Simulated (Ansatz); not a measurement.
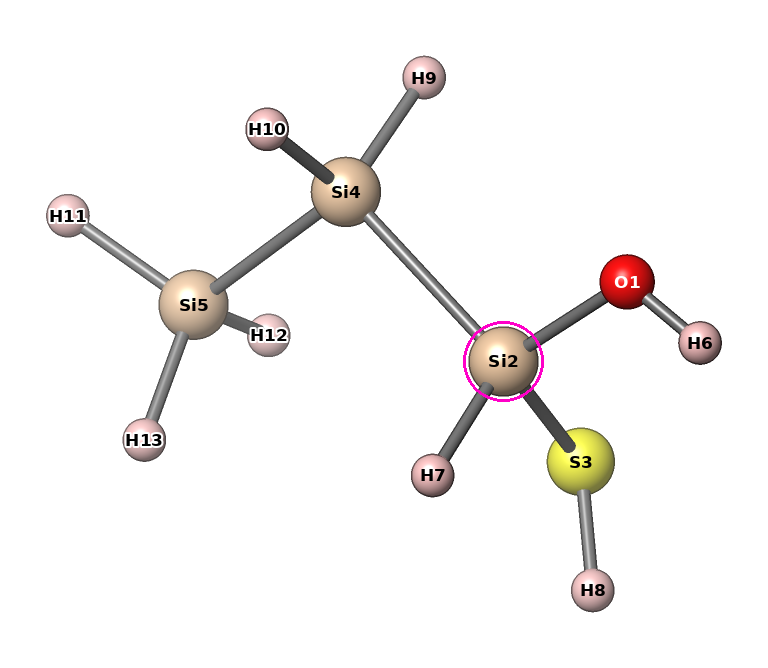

Depth is shown by fading: the farther an atom, the more it takes the colour of the background. Circles mark the stereogenic atoms. The computed structure is the end point of a PBE-D4/def2-SVP optimisation. No frequency run is at hand to confirm it as a minimum.

Q: What are the Cahn–Ingold–Prelog descriptors?

A: Si2: S (priorities S3 > Si4 > O1 > H7).
